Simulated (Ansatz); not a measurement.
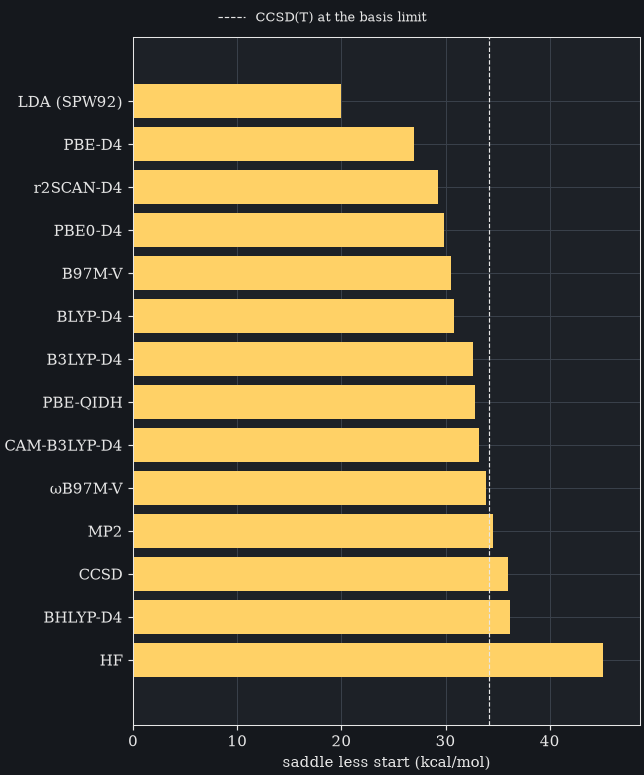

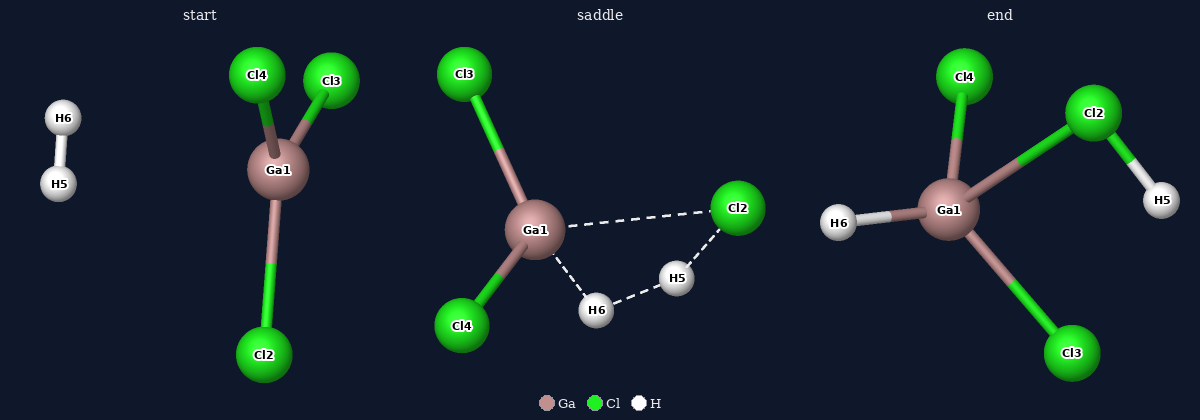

Height of the saddle over the start in one step of GaH₂Cl₃, singlet at several levels. In the step Ga1–H6 (2.59 → 1.69 → 1.55 Å) and Cl2–H5 (3.11 → 1.52 → 1.29 Å) form; H5–H6 (0.75 → 1.13 → 3.74 Å) breaks; Ga1–Cl2 (2.12 → 2.42 → 2.72 Å) stretches to a weak contact (lengths at start, saddle and end; changes of bond order aren't listed). Electronic energies at PBE0-D4/def2-TZVP geometries, energies in def2-TZVPP, the Ansatz code; cores frozen in correlated methods, no zero-point terms. Start and end are the structures at the ends of the path (complexes, where there are several molecules). On heavy atoms the filled d shell below the valence is correlated. The line is the MP2 basis limit plus CCSD(T) less MP2 in triple zeta. PBE-QIDH holds a correlation term that converges slowly with the basis, so part of the distance to the limit is basis error. No dispersion term is added to PBE-QIDH. The distance of MP2 and CCSD to the limit includes basis error.

> What range do the values span, the line included?

From 19.9 kcal/mol (LDA (SPW92)) to 45.1 kcal/mol (HF).

> Give the values.

```csv
level,kcal/mol,less CCSD(T) at the basis limit
LDA (SPW92),19.9,−14.2
PBE-D4,27.0,−7.2
r2SCAN-D4,29.3,−4.9
PBE0-D4,29.9,−4.3
B97M-V,30.5,−3.7
BLYP-D4,30.9,−3.3
B3LYP-D4,32.7,−1.5
PBE-QIDH,32.9,−1.3
CAM-B3LYP-D4,33.2,−0.9
ωB97M-V,33.9,−0.3
MP2,34.6,0.4
CCSD,36.0,1.8
BHLYP-D4,36.2,2.1
HF,45.1,10.9
CCSD(T) at the basis limit,34.2,0.0
```

Limits of at least one run: no scalar relativity up to krypton.
